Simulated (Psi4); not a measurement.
# MP3/def2-TZVPP run of H2O2 (hydrogen peroxide)

What is the vertical ionisation energy of H2O2 (hydrogen peroxide) at MP3/def2-TZVPP? The job is set up through a Python script.

Program for the calculation: Psi4 1.11.

**1. Starting point**

H2O2: 4 atoms, total charge 0, spin state singlet. SMILES: `OO`. The coordinates come from a PBE0-D4/def2-TZVP relaxation.

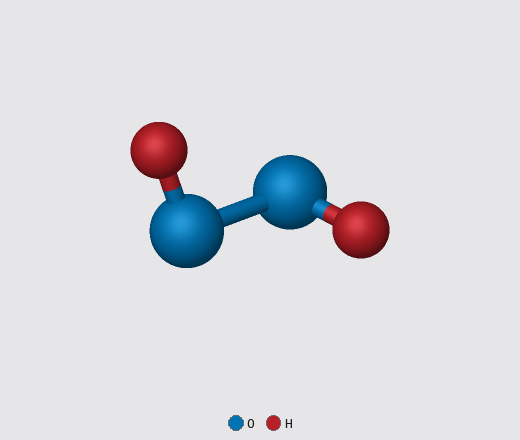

Viewed from a chosen angle; oxygen blue, hydrogen red.

**2. The energy at MP3/def2-TZVPP**

h2o2.xyz

```xyz
4
H2O2
O     -0.486800    -0.581100     0.030600
O      0.048300     0.728400     0.206900
H      0.186400    -1.117000     0.467400
H      0.252100     0.969800    -0.704900
```

job.py

```python
import psi4

psi4.set_memory(1600000000)
psi4.set_num_threads(1)
psi4.set_output_file('run.log', False)

with open('h2o2.xyz') as f:
    atoms = ''.join(f.readlines()[2:])
mol = psi4.geometry('0 1\n' + atoms + 'symmetry c1')

options = {'puream': True, 'e_convergence': 1e-09, 'd_convergence': 1e-08, 'scf_type': 'pk', 'num_frozen_docc': 2, 'mp_type': 'conv'}
psi4.set_options(options)

e_tot = psi4.energy("mp3/def2-TZVPP")
print(f'mp3/def2-TZVPP energy: {e_tot:.10f} Eh')
```

The run is started by

```console
python job.py
```

run.log:

```text
[...]
  Running in c1 symmetry.
[...]
  Nuclear repulsion =   37.283118773714371
[...]
  Multiplicity = 1
[...]
  Nalpha       = 9
  Nbeta        = 9
[...]
    Number of basis functions: 90
[...]
   @RHF iter   1:  -150.79703838582986   -7.46446e-01   3.73051e-03 DIIS/ADIIS
[...]
   @RHF iter  11:  -150.84575050309184   -5.25802e-12   9.34016e-09 DIIS
[...]
    Orbital Energies [Eh]
    ---------------------
    Doubly Occupied:
       1A    -20.626337     2A    -20.626032     3A     -1.484545
       4A     -1.208269     5A     -0.719100     6A     -0.712539
       7A     -0.615264     8A     -0.514940     9A     -0.481518
[...]
  @RHF Final Energy:  -150.84575050309184
   => Energetics <=
    Nuclear Repulsion Energy =             37.2831187737143708
    One-Electron Energy =                -282.2806527842699325
    Two-Electron Energy =                  94.1517835074637475
    Total Energy =                       -150.8457505030918355
[...]
 Multipole Moments:
 ------------------------------------------------------------------------------------
     Multipole            Electronic (a.u.)      Nuclear  (a.u.)        Total (a.u.)
 ------------------------------------------------------------------------------------
 L = 1.  Multiply by 2.5417464519 to convert [e a0] to [Debye]
 Dipole X            :         -0.1420299            0.7731780            0.6311481
 Dipole Y            :          0.0477148           -0.2596362           -0.2119214
 Dipole Z            :          0.0769403           -0.4187680           -0.3418277
 Magnitude           :                                                    0.7484015
[...]
	SCS-MP2 Total Energy (a.u.)        :  -151.33117893150347
	SOS-MP2 Total Energy (a.u.)        :  -151.32742277018602
[...]
	SOS-PI-MP2 Total Energy (a.u.)     :  -151.36447448303940
[...]
	MP2 Total Energy (a.u.)            :  -151.33869125413850
[...]
	SCS-MP3 Total Energy (a.u.)        :  -151.33213854601269
[...]
	MP3 Total Energy (a.u.)            :  -151.34252971217535
[...]
```

The script printed:

```text
mp3/def2-TZVPP energy: -151.3425297122 Eh
```

It took 17 s on 1 thread of AMD EPYC 7R43 (Zen 3), shared host; peak memory 0.82 GiB.

**3. The doublet cation, same level**

h2o2.xyz is that of step 2.

calc.py

```python
import psi4

psi4.set_memory(1600000000)
psi4.set_num_threads(1)
psi4.core.set_output_file('h2o2.out', False)

with open('h2o2.xyz') as f:
    atoms = ''.join(f.readlines()[2:])
m = psi4.geometry('1 2\n' + atoms + 'symmetry c1\nno_reorient\nno_com')

psi4.set_options({
    'basis': 'def2-TZVPP',
    'reference': 'uhf',
    'puream': True,
    'e_convergence': 1e-09,
    'd_convergence': 1e-08,
    'scf_type': 'pk',
    'num_frozen_docc': 2,
    'maxiter': 100,
    'mp_type': 'conv',
})

e_tot, wfn = psi4.energy('mp3', return_wfn=True)
print(f'total energy {e_tot:.8f} hartree = {e_tot * 27.211386:.5f} eV')
```

The run is started by

```console
python calc.py
```

h2o2.out:

```text
[...]
  Running in c1 symmetry.
[...]
  Nuclear repulsion =   37.283118773714371
[...]
  Multiplicity = 2
[...]
  Nalpha       = 9
  Nbeta        = 8
[...]
    Number of basis functions: 90
[...]
   @UHF iter   1:  -150.36749018623385   -3.16898e-01   4.03151e-03 DIIS/ADIIS
[...]
   @UHF iter  23:  -150.43510903291053    1.02318e-11   2.19398e-09 DIIS
[...]
   @S^2 Observed:                7.732544343E-01
[...]
    Orbital Energies [Eh]
    ---------------------
    Alpha Occupied:
       1A    -21.094200     2A    -21.093874     3A     -1.929855
       4A     -1.653126     5A     -1.161748     6A     -1.128451
       7A     -1.056031     8A     -0.970704     9A     -0.943234
    Alpha Virtual:
      10A     -0.151590    11A     -0.119563    12A     -0.059185
      13A      0.232794    14A      0.239907    15A      0.247317
      16A      0.269187    17A      0.300865    18A      0.320808
      19A      0.375443    20A      0.398211    21A      0.451013
      22A      0.517679    23A      0.548751    24A      0.597628
      25A      0.667750    26A      0.762116    27A      1.088260
[...]
  @UHF Final Energy:  -150.43510903291053
   => Energetics <=
    Nuclear Repulsion Energy =             37.2831187737143708
    One-Electron Energy =                -274.9192256251055824
    Two-Electron Energy =                  87.2009978184806869
    Total Energy =                       -150.4351090329105318
  UHF NO Occupations:
  HONO-2 :    7  A 1.9989545
  HONO-1 :    8  A 1.9903389
[...]
 Multipole Moments:
 ------------------------------------------------------------------------------------
     Multipole            Electronic (a.u.)      Nuclear  (a.u.)        Total (a.u.)
 ------------------------------------------------------------------------------------
 L = 1.  Multiply by 2.5417464519 to convert [e a0] to [Debye]
 Dipole X            :          6.1126488           -5.8005143            0.3121345
 Dipole Y            :         -2.0534118            1.9486856           -0.1047262
 Dipole Z            :         -3.3107091            3.1416697           -0.1690394
 Magnitude           :                                                    0.3700943
[...]
	SCS-MP2 Total Energy (a.u.)        :  -150.90863958520734
	SOS-MP2 Total Energy (a.u.)        :  -150.90273980911090
[...]
	SOS-PI-MP2 Total Energy (a.u.)     :  -150.93871140728018
[...]
	MP2 Total Energy (a.u.)            :  -150.92043913740022
[...]
	SCS-MP3 Total Energy (a.u.)        :  -150.90743454678065
[...]
	MP3 Total Energy (a.u.)            :  -150.91561898369349
[...]
```

The script printed:

```text
total energy -150.91561898 hartree = -4106.62316 eV
```

It took 38 s on 1 thread of AMD EPYC 7R43 (Zen 3), shared host; peak memory 0.9 GiB.

**4. Outcome**

At MP3/def2-TZVPP, 2 core orbitals frozen:

| quantity | value |
| --- | --- |
| singlet H2O2: total energy | -151.34253 Eh |
| singlet H2O2: HOMO energy (Hartree–Fock orbitals) | -13.10 eV |
| singlet H2O2: LUMO energy (Hartree–Fock orbitals) | 3.62 eV |
| singlet H2O2: HOMO–LUMO gap (Hartree–Fock orbitals) | 16.72 eV |
| singlet H2O2: correlation energy (2 core orbitals frozen) | -496.8 mEh |
| doublet cation: total energy | -150.91562 Eh |
| doublet cation: HOMO energy (Hartree–Fock orbitals) (highest over α and β) | -21.99 eV |
| doublet cation: LUMO energy (Hartree–Fock orbitals) (lowest over α and β) | -9.51 eV |
| doublet cation: correlation energy (2 core orbitals frozen) | -480.5 mEh |
| doublet cation: ⟨S²⟩ of the reference determinant | 0.773 |
| vertical ionisation energy (to the doublet cation) | 11.617 eV |

**Reading.** The vertical ionisation energy comes to 11.62 eV (1121 kJ/mol).
